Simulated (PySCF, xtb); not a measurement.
Potential energy curve for SMILES [SiH3][SiH3] (H6Si2). The Si1–Si5 bond (Si1 also carries H, H, H; Si5 carries H, H, H) is pulled apart rigidly from the PBE0/def2-TZVP optimised geometry.

```
8

Si     0.0000     0.0000     0.0000
H      0.0000     1.3952    -0.5163
H     -1.2084    -0.6976    -0.5162
H      1.2083    -0.6976    -0.5163
Si     0.0000     0.0000     2.3400
H      1.2096     0.6953     2.8563
H     -0.0027    -1.3953     2.8562
H     -1.2070     0.6999     2.8563
```

- RKS-BP86/6-31G* = PySCF with restricted BP86/6-31G*, spherical d
- RHF/6-31G* = restricted Hartree-Fock/6-31G*, spherical d (PySCF)
- GFN1-xTB (xtb)

Energies are in kcal/mol, each relative to the lowest point of its own curve near equilibrium.

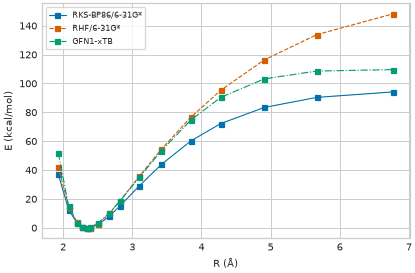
*Energy against bond length for each method.*

```csv
R / Å,RKS-BP86/6-31G*,RHF/6-31G*,GFN1-xTB
1.93,37.1,42.4,52.1
2.08,12.6,14.5,14.9
2.20,3.4,3.9,3.3
2.28,0.7,0.8,0.5
2.34,0.0,0.0,0.0
2.39,0.1,0.2,0.4
2.51,2.3,2.9,3.4
2.67,8.1,10.0,10.4
2.82,15.0,18.4,18.4
3.10,28.9,35.5,34.8
3.42,43.8,54.4,53.3
3.85,60.2,76.7,74.7
4.28,72.2,95.3,90.4
4.91,83.4,116.3,103.1
5.67,90.3,133.8,108.6
6.77,94.1,148.2,109.5
```

At the longest distance, 6.77 Å, RHF/6-31G* lies highest above its minimum (148.2 kcal/mol) and RKS-BP86/6-31G* lowest (94.1 kcal/mol).

The restricted form behind RKS-BP86/6-31G*, RHF/6-31G* keeps the bonding electrons paired and can't separate into open-shell fragments.
